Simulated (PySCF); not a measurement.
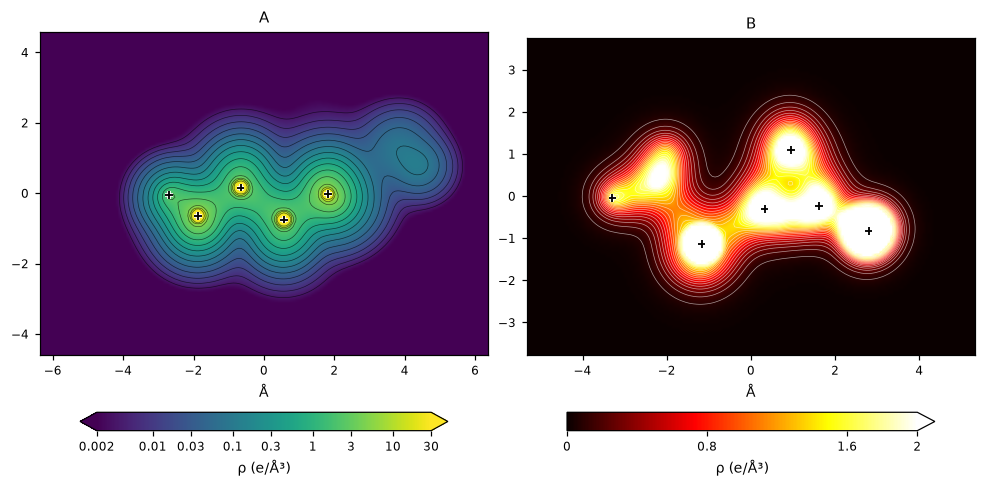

The total electron density of 2 systems, each on a plane through atoms (crosses mark nuclei in the plane).

These are results of PySCF, PBE0/pcSseg-1, SCF density, gas phase, non-relativistic, not measurements.

System 1: C₃H₁₂N₂OSi, the plane of atoms C6, N7 and H18. Geometry: GFN2-xTB.

```yaml
atoms:
  - { symbol: C, position_ang: [-1.9783, 1.3955, -0.1295] }
  - { symbol: Si, position_ang: [-1.7233, -0.4557, 0.2109] }
  - { symbol: O, position_ang: [-2.9545, -1.1589, -0.5953] }
  - { symbol: N, position_ang: [-0.2667, -1.1955, -0.3524] }
  - { symbol: C, position_ang: [1.0346, -0.9077, 0.1938] }
  - { symbol: C, position_ang: [1.6732, 0.3629, -0.3798] }
  - { symbol: N, position_ang: [2.9374, 0.6278, 0.2858] }
  - { symbol: H, position_ang: [-3.0083, 1.6861, 0.0490] }
  - { symbol: H, position_ang: [-1.3489, 2.0040, 0.5134] }
  - { symbol: H, position_ang: [-1.7428, 1.6510, -1.1595] }
  - { symbol: H, position_ang: [-1.7645, -0.7596, 1.6441] }
  - { symbol: H, position_ang: [-3.0121, -2.1097, -0.6299] }
  - { symbol: H, position_ang: [-0.2116, -1.3819, -1.3444] }
  - { symbol: H, position_ang: [1.7011, -1.7587, 0.0054] }
  - { symbol: H, position_ang: [0.9337, -0.7886, 1.2725] }
  - { symbol: H, position_ang: [1.7679, 0.2510, -1.4757] }
  - { symbol: H, position_ang: [1.0080, 1.2080, -0.1865] }
  - { symbol: H, position_ang: [3.3597, 1.4753, -0.0773] }
  - { symbol: H, position_ang: [3.5856, -0.1361, 0.1230] }
```

System 2: C₄H₄F₂S (SMILES FCSC1=C(F)C1), the plane of atoms C4, C5 and F6. Geometry: GFN2-xTB.

```xyz
11

F     1.8081   -1.4714   -0.5646
C     1.9557   -0.1859   -0.1507
S     1.0390    0.1292    1.3942
C    -0.5452    0.1550    0.7316
C    -1.8403    0.1478    0.8202
F    -2.9366    0.1558    1.5508
C    -1.3262    0.1943   -0.5792
H     3.0142   -0.0134    0.0558
H     1.5774    0.4669   -0.9411
H    -1.3630   -0.6960   -1.1986
H    -1.3776    1.1203   -1.1445
```

### Match each panel to its system.

Panel A is system 1, C₃H₁₂N₂OSi: the plane holds N, C and H. C–N (1.44 Å): ρ at the midpoint is about 1.9 e/Å³. Panel B is system 2, C₄H₄F₂S: the plane holds S, C, F and H. C–C (1.30 Å): ρ is about 2.2 e/Å³ halfway.
